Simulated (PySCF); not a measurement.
```xyz
16

C     2.1636    0.3328    1.0192
O     1.0042    0.0744    0.2667
Si    0.8532   -0.1558   -1.3302
F     1.9201   -1.2836   -1.7805
C    -0.8832   -0.8786   -1.5773
C    -1.9522   -0.6810   -0.8738
C    -2.4433    0.0677    0.2790
O    -1.6285    1.1591    0.6685
H     2.9529   -0.3767    0.7689
H     1.9029    0.2309    2.0725
H     2.5197    1.3464    0.8276
H     1.2233    0.9982   -2.1298
H    -0.9234   -1.5319   -2.4415
H    -3.4234    0.5006    0.0488
H    -2.5749   -0.6346    1.1192
H    -0.7185    0.8410    0.7456
```

Geometry: GFN2-xTB.

Computed with PySCF 2.14.0, density-fitted response routines, UKS B3LYP, pcH-1 on C F H O Si, non-relativistic, mean-field spin-orbit, GIAO.

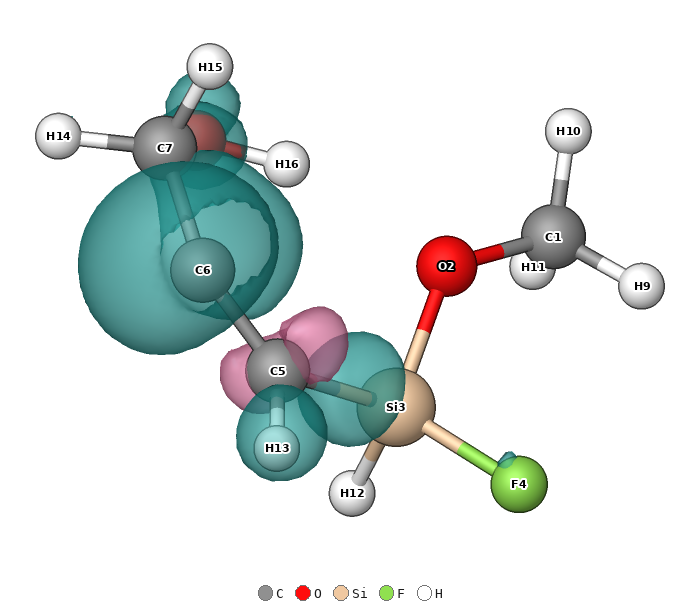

C4H8FO2Si (doublet). Isosurfaces of the spin density at +0.03 (teal) and −0.03 e/Å³ (pink), seen at a tilt.

> Which atoms carry the spin?

The unpaired spin (1 electron) lies mostly on C6 (about 0.7) and C7 (about 0.1), in electrons by Hirshfeld's partition.
